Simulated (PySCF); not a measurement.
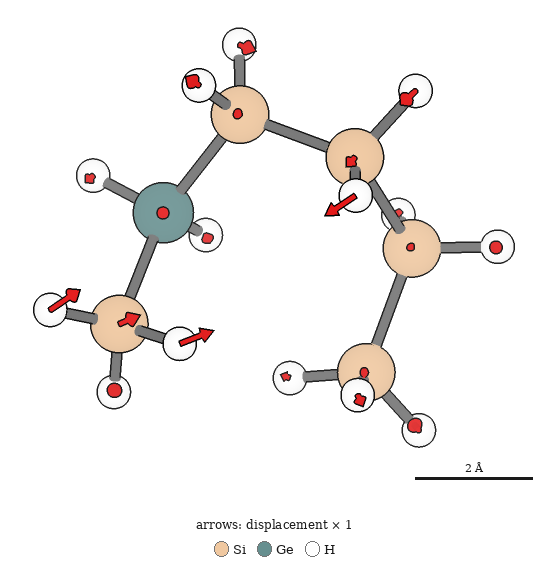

A relaxation of GeSi5H14. The starting structure is drawn; red arrows show the displacements, at their true length. The two geometries are superimposed by the best rigid fit.

The picture is a ball-and-stick view, seen face on.

The start comes from GFN2-xTB. Its atoms were then displaced at random by about 0.03 Å.

These are results of PySCF 2.14.0, density-fitted response routines, PBE0-D3(BJ)/def2-SVP geometry optimisation, gas phase, not measurements. 

Q: What did the optimiser do to the structure, and how much energy did it gain?

A: After 13 geometry steps the energy has fallen by 0.854 eV. An H atom moves most after the best rigid fit: 0.80 Å. Largest moves by element: H 0.80 Å, Si 0.47 Å, Ge 0.27 Å. Some distances before and after: Si–Si 2.197 → 2.345 Å, H–Si 1.412 → 1.497 Å, Si–Si 2.426 → 2.352 Å, H–Si 1.563 → 1.498 Å. Among the angles between lasting bonds that change: Si–Ge–Si 125.5° → 108.1°, H–Ge–H 96.9° → 108.2°, H–Si–H 101.8° → 108.8°.
